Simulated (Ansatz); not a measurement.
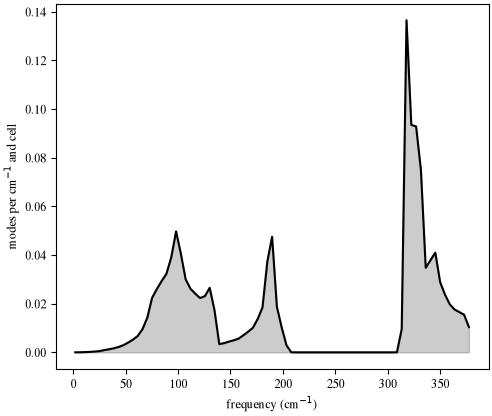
Fig. 1. Phonon density of states of AlAs in the zinc blende structure; finite displacements on a 6×6×6 mesh, Ansatz (a program for electronic structure), PBE functional, plane-wave PAW, k mesh 6×6×6

Dynamical quadrupoles are not included in the interpolation of the phonons between the solved wave vectors.

Problem. Where is the tallest peak, and is there a gap in the spectrum?

Solution. The tallest peak lies near 320 cm⁻¹. There is at least one gap; the lowest begins near 210 cm⁻¹.
